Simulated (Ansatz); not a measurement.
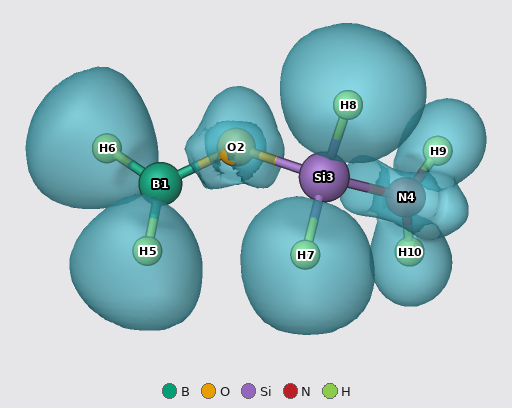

*BH6NOSi (SMILES BO[SiH2]N). Isosurface of the ELF at 0.8 (cyan), seen from one side. Core shells and regions of very low density are left out.*

Geometry: PBE0-D4/def2-TZVP.

The calculation used Ansatz, RKS PBE0-D4/def2-TZVPP.

Input file:

```
crystal:
  periodic: [false, false, false]
  atoms:
    - {symbol: B, position_ang: [-1.769474, 1.017169, 0.053754]}
    - {symbol: O, position_ang: [-0.784415, 0.361759, -0.583826]}
    - {symbol: Si, position_ang: [0.819182, 0.117310, -0.205313]}
    - {symbol: N, position_ang: [1.222061, -1.502171, 0.110859]}
    - {symbol: H, position_ang: [-1.550336, 1.568836, 1.102793]}
    - {symbol: H, position_ang: [-2.859906, 1.033284, -0.446902]}
    - {symbol: H, position_ang: [1.118355, 0.916072, 1.007588]}
    - {symbol: H, position_ang: [1.569926, 0.553452, -1.402321]}
    - {symbol: H, position_ang: [1.304705, -2.180400, -0.627972]}
    - {symbol: H, position_ang: [1.013003, -1.936512, 0.994239]}
basis:
  gaussian: {orbitals: def2-TZVPP}
hamiltonian: {xc: pbe0, dispersion: d4}
output: {orbitals: {seedname: orbitals}}
```

Launched as:

```sh
ansatz run in.yaml --threads 2 --pin off --events-out ev --progress --plain --max-ram 4352MiB
```

### What do the ELF domains correspond to?

At this value the surface marks out four regions around hydrogen nuclei, one region on O in which the atom's valence shell and bonds are merged and one joined region spread over several atoms (H, N), in which their bonds and any lone pairs are merged. Along the contacts the grid gives the following. B–O (1.34 Å): the ELF peaks at about 0.90 between the atoms; a polar covalent bond. Si–O (1.67 Å): the ELF peaks at about 0.90 between the atoms (a shared but strongly polarised pair).
